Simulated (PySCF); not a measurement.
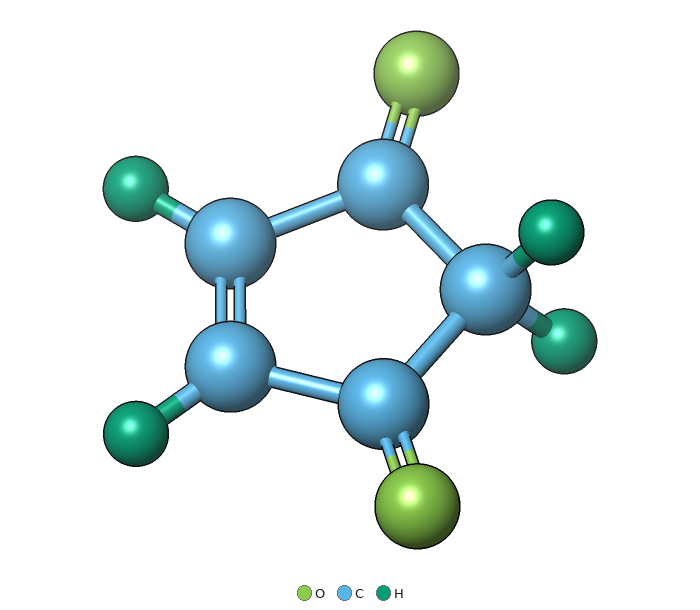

Rendered structure (ball-and-stick style). Multiple sticks mark multiple bonds (one Kekulé form).

What is the molecular formula?

Answer. C₅H₄O₂, 11 atoms: 5 carbon, 4 hydrogen and 2 oxygen.

What is its SMILES?

Answer. O=C1C=CC(=O)C1

Describe its rings.

Answer. Independent rings (smallest set): 1 of 5 members.

How many bonds of each kind are drawn?

Answer. 5 C–C, 4 C–H, 2 C–O.

The parts below concern this one geometry. Atoms keep their numbers from picture to picture. The geometry was computed by an optimisation with PBE0-D3(BJ)/def2-SVP. No frequency run is at hand to confirm it as a minimum.

## Shape

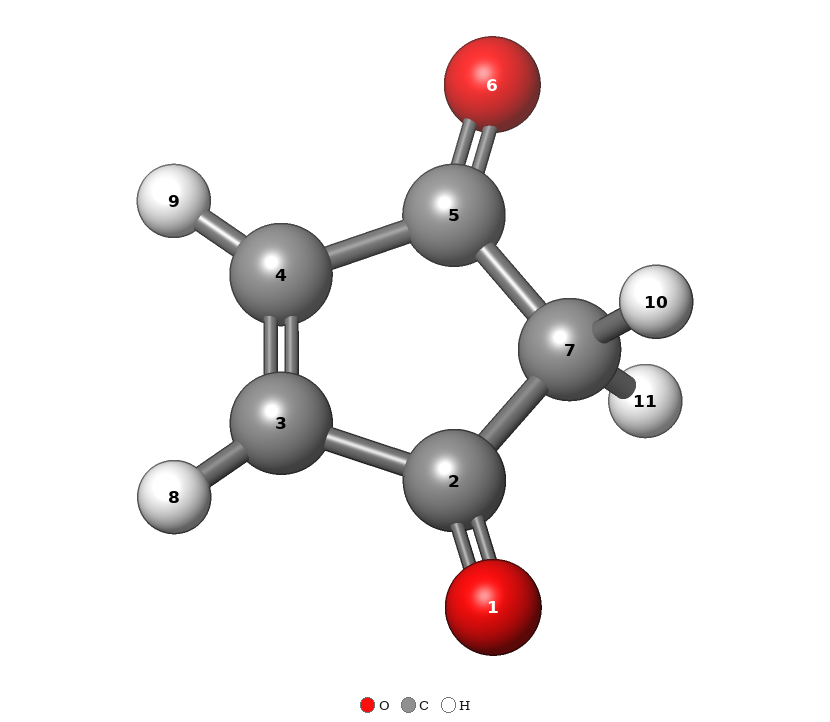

No frequency run is at hand to confirm it as a minimum.

Give these bond angles: C2–C3–C4, C4–C3–H8, C2–C3–H8, O1–C2–C3, C3–C2–C7, O1–C2–C7, C2–C7–C5, C2–C7–H10, C2–C7–H11.

```csv
angle,degrees
C2–C3–C4,110.6
C4–C3–H8,127.6
C2–C3–H8,121.8
O1–C2–C3,125.7
C3–C2–C7,107.2
O1–C2–C7,127.1
C2–C7–C5,104.3
C2–C7–H10,112.0
C2–C7–H11,110.8
```

## Dipole moment

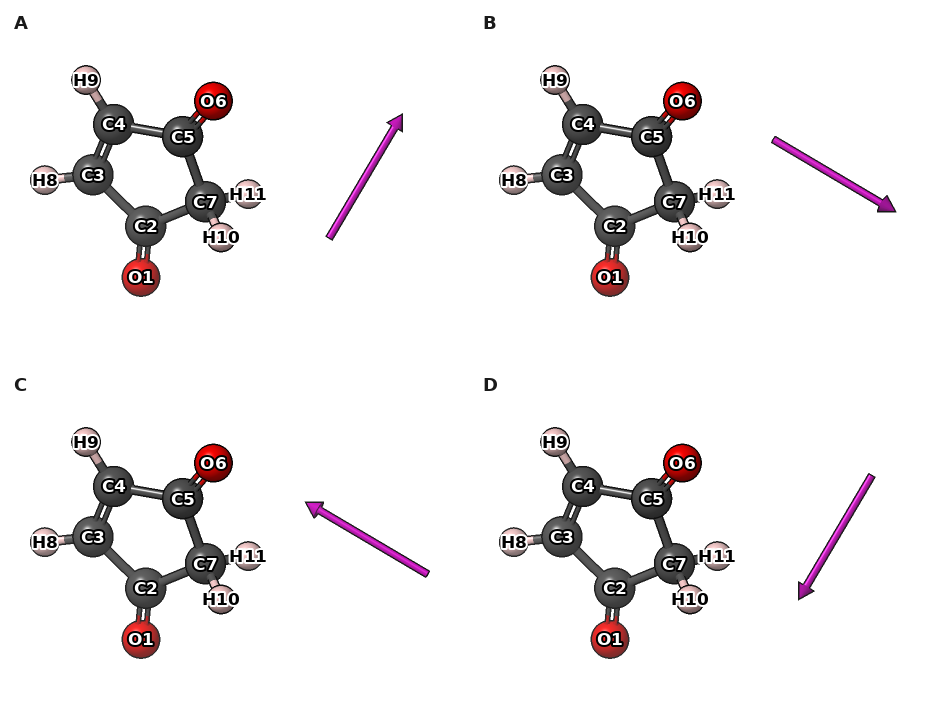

The same molecule four times, each with an arrow. No frequency run is at hand to confirm it as a minimum. Method: ωB97X-D/def2-SVPD in benzene (IEF-PCM) (PySCF 2.14.0).

Which arrow points along the dipole moment, from the negative to the positive end?

Answer. C. The dipole moment is 2.04 D; it points from the side of H10 to the side of H8, H9 (the outermost atoms at the two ends).

## Levels of theory compared

No frequency run is at hand to confirm it as a minimum. Program: PySCF 2.14.0.

Tabulate HOMO energy (eV) at these levels: BHandHLYP/aug-pcX-1 (pcseg-1 on H); PBE0/pcSseg-1 in benzene (IEF-PCM); PBE0/pcSseg-1 in water (IEF-PCM); ωB97X-D/def2-SVPD; ωB97X-D/def2-SVPD in benzene (IEF-PCM); ωB97X-D/def2-SVPD in water (IEF-PCM).

```tsv
level	HOMO energy (eV)
BHandHLYP/aug-pcX-1 (pcseg-1 on H)	−9.18
PBE0/pcSseg-1 in benzene (IEF-PCM)	−7.51
PBE0/pcSseg-1 in water (IEF-PCM)	−7.50
ωB97X-D/def2-SVPD	−9.55
ωB97X-D/def2-SVPD in benzene (IEF-PCM)	−9.52
ωB97X-D/def2-SVPD in water (IEF-PCM)	−9.52
```

## Quadrupole coupling

No frequency run is at hand to confirm it as a minimum. Electric field gradients from the ground-state density, PBE0/pcSseg-1 in benzene (IEF-PCM) (PySCF 2.14.0), non-relativistic apart from any core potentials.

Give the largest field-gradient component, the quadrupole coupling constant and the asymmetry for 17O at O1 (Q = −25.6 mb), 2H at H8 (Q = 2.86 mb), 2H at H10 (Q = 2.86 mb).

```
atom  V_zz (a.u.)  e²qQ/h (MHz)     η
  O1       −1.977         11.89  0.47
  H8        0.301         0.202  0.01
 H10        0.288         0.194  0.00
```
